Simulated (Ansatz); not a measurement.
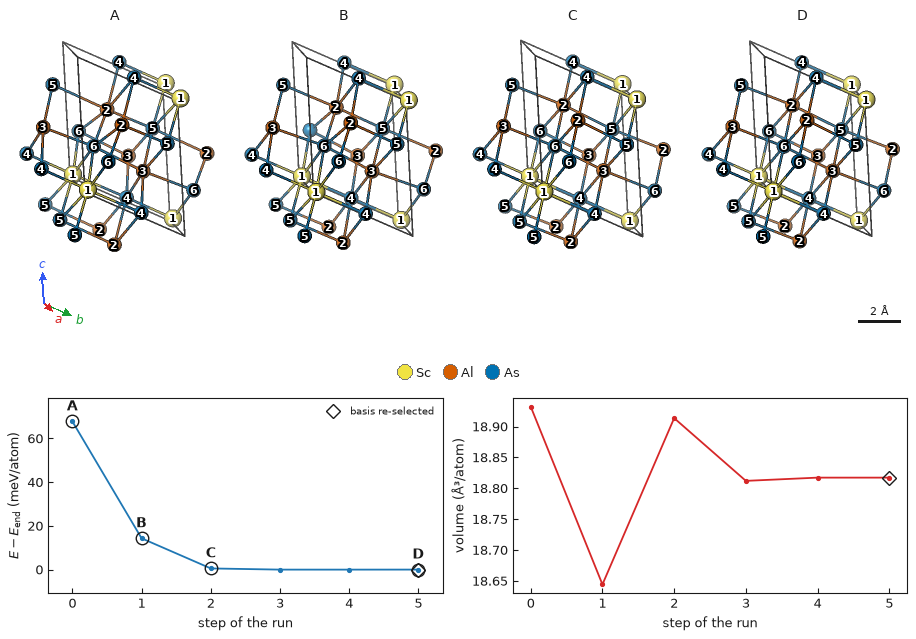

Frames of a relaxation of solid ScAl₂As₃ (built on the NaPr2Se3-71 type type), marked on the history of the run. The picture is a ball-and-stick view of the cell of the calculation, reduced to other axes, seen slightly off an axis. Lengths and directions refer to the drawn axes.

Case: shaken.

Method: DFT, PBEsol, plane waves, PAW (Ansatz).

Input
```yaml
crystal:
  lattice:
    - [-1.8897497355, 2.6944069081, 5.6098434914]
    - [1.8749354199, -2.679495687, 5.5978081152]
    - [1.8947296375, 2.6829317416, -5.602702955]
  atoms:
    - { symbol: Sc, position: [-0.0321634355, -0.0270051386, -0.0295355464] }
    - { symbol: Al, position: [0.6382225998, 0.7262502608, 0.0242366358] }
    - { symbol: Al, position: [0.3452677225, 0.3540758035, 0.0321930405] }
    - { symbol: As, position: [0.4396672864, 0.0159038164, 0.4917165401] }
    - { symbol: As, position: [0.1699430589, 0.6385600073, 0.4713400447] }
    - { symbol: As, position: [0.8402963562, 0.3300457358, 0.5260041511] }
kpoints:
  mp_grid: { grid: [6, 6, 6] }
hamiltonian:
  xc: pbesol
scf:
  occupations: { method: fermi_dirac, width: 0.05 }
relax:
  f_tol: 0.01
  cell: {}
  max_steps: 120
```

Run as
```bash
ansatz run input.yaml --threads 2 --pin off --max-ram 2211MiB --backend cpu --events-out ev --progress --plain --runs-dir out
```

Question: What happens along the run?

Answer: Over 4 accepted moves (5 points after the start) the energy falls by 67.8 meV per atom. Largest force component: 1.3 eV/Å at the start, 0.00089 eV/Å at the end. The pressure goes from 1.46 to 0.00 GPa. At 1 point the geometry stayed and the basis and grid were re-selected for the new cell (energy shift of less than 0.05 meV per atom at most each time). Al2 moves most relative to the cell: 0.24 Å along [−3 −1 2]. By element the largest moves are Al 0.24 Å, As 0.23 Å, Sc 0.14 Å. Cell: a 3.770 → 3.720 Å (−1.3 %), b 5.377 → 5.391 Å (+0.3 %), c 6.483 → 6.514 Å (+0.5 %), α 114.3° → 114.5°, β 106.7° → 106.6°, γ 90.1° → 90.0°. Volume −0.6 %. Among the contacts that change: Al2–As4 2.882 → 2.630 Å, Al3–As5 2.777 → 2.579 Å, Al2–As5 2.885 → 2.698 Å, Al2–As5 (another image) 2.531 → 2.699 Å. Bond angles that change, for instance: As5–Al2–As6 102.0° → 88.2°, Al2–As4–Al3 169.3° → 180.0°, Sc1–As4–Al3 100.1° → 90.0°. The space group (tolerance 0.01 Å) goes from P1 (No. 1) to Immm (No. 71). From step 0 to 1: As4 moves most (0.20 Å), volume −1.5 %, energy −53.5 meV per atom. From step 1 to 2: Al2 moves most (0.14 Å), volume +1.4 %, energy −13.8 meV per atom. From step 2 to 5: Al3 moves most (0.02 Å), volume −0.5 %, energy −0.5 meV per atom.

```tsv
step	E − E(0), meV/atom	largest force component, eV/Å	pressure, GPa	volume, Å³/atom	note
0	0.00	1.3441	1.46	18.932	
1	-53.47	0.3900	1.26	18.644	
2	-67.26	0.0839	-0.42	18.914	
3	-67.80	0.0023	0.03	18.812	
4	-67.80	0.0009	0.00	18.817	
5	-67.79	0.0009	0.00	18.817	same geometry, new basis
```
